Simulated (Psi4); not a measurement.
# GeH2 (SMILES [H][Ge][H]) at CCD/def2-TZVPP (Cholesky decomposition, Cholesky for correlation)

Aim: the energy difference between two shapes of GeH2 at CCD/def2-TZVPP (Cholesky decomposition, Cholesky for correlation), from 2 runs. 

The results are computed with Psi4 1.11.

2 further runs of the same task are left out: 1 that didn't finish, 1 set aside as unsound or not needed.

## Step 1: Starting point

GeH2 has 3 atoms, charge 0, and is taken as a singlet. SMILES: `[H][Ge][H]`. The shape comes from GFN2-xTB, which is rough for such elements, and wasn't checked as a minimum.

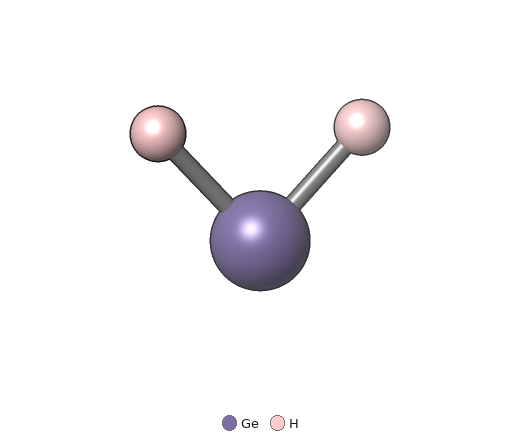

The structure, seen from a chosen angle (germanium purple, hydrogen pink).

## Step 2: The energy at CCD/def2-TZVPP (Cholesky decomposition, Cholesky for correlation)

Contents of geh2.py:

```python
import psi4

psi4.set_memory('1600 MB')
psi4.set_num_threads(1)
psi4.set_output_file('run.log', False)

mol = psi4.geometry("""
0 1
Ge     0.004590    -0.009050    -0.781020
H      1.098840    -0.017820     0.398440
H     -1.103430     0.026870     0.382580
units angstrom
symmetry c1
""")

options = {'basis': 'def2-TZVPP', 'reference': 'rhf', 'scf_type': 'cd', 'freeze_core': True, 'cc_type': 'cd'}
psi4.set_options(options)

e_tot = psi4.energy('ccd')
print(f'total energy {e_tot:.8f} hartree = {e_tot * 27.211386:.5f} eV')
```

The run is started by

```
$ python geh2.py
```

run.log:

```text
[...]
  Running in c1 symmetry.
[...]
  Nuclear repulsion =   21.301569509305626
[...]
  Multiplicity = 1
[...]
  Nalpha       = 17
  Nbeta        = 17
[...]
    Number of basis functions: 76
[...]
   @RHF iter   1: -2075.28956651087856   -3.21412e+00   3.53511e-02 ADIIS/DIIS
[...]
   @RHF iter  10: -2076.47421562909949   -2.72848e-12   3.71417e-09 DIIS
[...]
    Orbital Energies [Eh]
    ---------------------
    Doubly Occupied:
       1A   -405.240532     2A    -52.147848     3A    -46.235959
       4A    -46.233820     5A    -46.233280     6A     -7.189900
       7A     -5.167851     8A     -5.160593     9A     -5.158139
      10A     -1.642502    11A     -1.639269    12A     -1.636121
      13A     -1.630068    14A     -1.626377    15A     -0.671295
      16A     -0.427009    17A     -0.343542
[...]
  @RHF Final Energy: -2076.47421562909949
   => Energetics <=
    Nuclear Repulsion Energy =             21.3015695093056259
    One-Electron Energy =               -2938.7833586696474413
    Two-Electron Energy =                 841.0075735312424285
    Total Energy =                      -2076.4742156290994899
[...]
 Multipole Moments:
 ------------------------------------------------------------------------------------
     Multipole            Electronic (a.u.)      Nuclear  (a.u.)        Total (a.u.)
 ------------------------------------------------------------------------------------
 L = 1.  Multiply by 2.5417464519 to convert [e a0] to [Debye]
 Dipole X            :         -0.0138547            0.0148500            0.0009953
 Dipole Y            :         -2.5240075            2.4299087           -0.0940987
 Dipole Z            :         -0.0000000           -0.0000000           -0.0000000
 Magnitude           :                                                    0.0941040
[...]
	CD-MP2 Total Energy (a.u.)         : -2076.71341221224066
[...]
```

On the terminal:

```text
total energy -2076.72615149 hartree = -56510.59692 eV
```

Wall time 5.7 s (1 thread of Intel Xeon Platinum 8488C (Sapphire Rapids), shared host); peak memory 0.27 GiB.

## Step 3: The distorted shape, same level

Contents of calc.py:

```python
import psi4

psi4.set_memory('1600 MB')
psi4.set_num_threads(1)
psi4.set_output_file('output.dat', False)

m = psi4.geometry("""
Ge     0.025127     0.002763    -0.768161
H      1.103479    -0.050417     0.407845
H     -1.118344     0.046151     0.382486
symmetry c1
""")

psi4.set_options({
    'basis': 'def2-TZVPP',
    'reference': 'rhf',
    'scf_type': 'cd',
    'freeze_core': True,
    'cc_type': 'cd',
})

e_tot = psi4.energy('ccd')
print('E =', round(e_tot, 9))
```

The run is started by

```
$ python calc.py
```

output.dat:

```text
[...]
  Running in c1 symmetry.
[...]
  Nuclear repulsion =   21.280004903240595
[...]
  Multiplicity = 1
[...]
  Nalpha       = 17
  Nbeta        = 17
[...]
    Number of basis functions: 76
[...]
   @RHF iter   1: -2075.28944917048057   -3.21649e+00   3.53511e-02 ADIIS/DIIS
[...]
   @RHF iter  10: -2076.47438905140280   -2.27374e-12   4.08146e-09 DIIS
[...]
    Orbital Energies [Eh]
    ---------------------
    Doubly Occupied:
       1A   -405.240730     2A    -52.148029     3A    -46.236141
       4A    -46.233998     5A    -46.233469     6A     -7.190070
       7A     -5.168022     8A     -5.160747     9A     -5.158321
      10A     -1.642672    11A     -1.639433    12A     -1.636296
      13A     -1.630244    14A     -1.626531    15A     -0.670898
      16A     -0.428585    17A     -0.342466
[...]
  @RHF Final Energy: -2076.47438905140280
   => Energetics <=
    Nuclear Repulsion Energy =             21.2800049032405951
    One-Electron Energy =               -2938.7354826406262873
    Two-Electron Energy =                 840.9810886859825132
    Total Energy =                      -2076.4743890514027953
[...]
 Multipole Moments:
 ------------------------------------------------------------------------------------
     Multipole            Electronic (a.u.)      Nuclear  (a.u.)        Total (a.u.)
 ------------------------------------------------------------------------------------
 L = 1.  Multiply by 2.5417464519 to convert [e a0] to [Debye]
 Dipole X            :         -0.0931592            0.0670245           -0.0261347
 Dipole Y            :         -2.5001420            2.4127704           -0.0873716
 Dipole Z            :          0.0000000           -0.0000000            0.0000000
 Magnitude           :                                                    0.0911966
[...]
	CD-MP2 Total Energy (a.u.)         : -2076.71346515822415
[...]
```

The script printed:

```text
E = -2076.726236372
```

Run time: 6.6 s. Hardware: 1 thread of Intel Xeon Platinum 8488C (Sapphire Rapids), shared host; peak memory 0.27 GiB.

## Step 4: Outcome

Level: CCD/def2-TZVPP (Cholesky decomposition, Cholesky for correlation), 9 core orbitals frozen.

```
                                                    quantity           value
                                   first shape: total energy  -2076.72615 Eh
            first shape: HOMO energy (Hartree–Fock orbitals)        -9.35 eV
            first shape: LUMO energy (Hartree–Fock orbitals)         0.18 eV
          first shape: HOMO–LUMO gap (Hartree–Fock orbitals)         9.53 eV
    first shape: correlation energy (9 core orbitals frozen)      -251.9 mEh
                               distorted shape: total energy  -2076.72624 Eh
        distorted shape: HOMO energy (Hartree–Fock orbitals)        -9.32 eV
        distorted shape: LUMO energy (Hartree–Fock orbitals)         0.18 eV
      distorted shape: HOMO–LUMO gap (Hartree–Fock orbitals)         9.50 eV
distorted shape: correlation energy (9 core orbitals frozen)      -251.8 mEh
                      energy change with the atoms displaced       -0.002 eV
```

With the atoms displaced the energy falls by 0.00 eV (0.1 kcal/mol). The first shape isn't relaxed at this level, so the change isn't measured from a minimum.
